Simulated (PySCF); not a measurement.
Molecule: SMILES c1(Cc2ccccc2)ccsc1 (C11H10S). Atoms near the plane z = 0.6 Å, at the GFN2-xTB optimised geometry (x, y, z in Å): C5 (1.2, 0.4, 0.0), C6 (-0.3, 0.1, 0.0), C7 (-0.8, -1.2, 0.0), C8 (-2.2, -1.2, 0.0), S9 (-2.8, 0.4, 0.0), C10 (-1.3, 1.0, 0.0), H15 (2.9, -1.8, -0.4), H16 (1.7, -0.1, 0.8), H17 (1.4, 1.4, 0.1), H18 (-0.2, -2.1, 0.0), H19 (-2.9, -2.1, 0.0), H20 (-1.1, 2.1, 0.0).

Calculation: PBE0/def2-SVP in PySCF 2.14.0. The values are rescaled to run from 0 to 1.

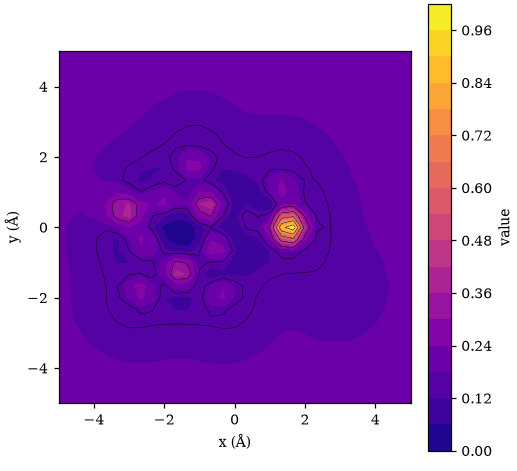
Fig. 1. a field on the plane z = 0.6 Å.

Problem. Which quantity is mapped?
A. electrostatic potential
B. electron localisation function
C. deformation density (molecule minus spherical neutral atoms)
D. Laplacian of the electron density

Solution. C, deformation density (molecule minus spherical neutral atoms). In full: deformation density (molecule minus spherical neutral atoms) (e/bohr³).
